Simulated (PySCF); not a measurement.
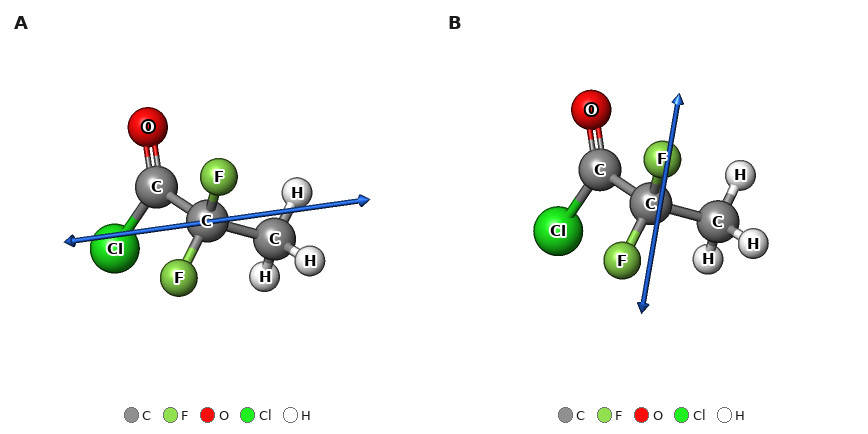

The double arrows show the directions of two transition dipoles from the ground state (lengths mean nothing). The geometry was computed by an optimisation with GFN2-xTB. No frequency run is at hand to confirm it as a minimum. Level of theory: TDDFT CAM-B3LYP/def2-SVPD, vertical, gas phase, core orbitals frozen in the response (PySCF 2.14.0).

One belongs to singlet state 4 and one to singlet state 5. Which is which?

A: state 4, 8.20 eV (151 nm), oscillator strength 0.028, mainly HOMO−3 → LUMO (weight 0.82).
B: state 5, 8.29 eV (150 nm), oscillator strength 0.022, of mixed character, with the largest part HOMO−1 → LUMO+1 (weight 0.37).
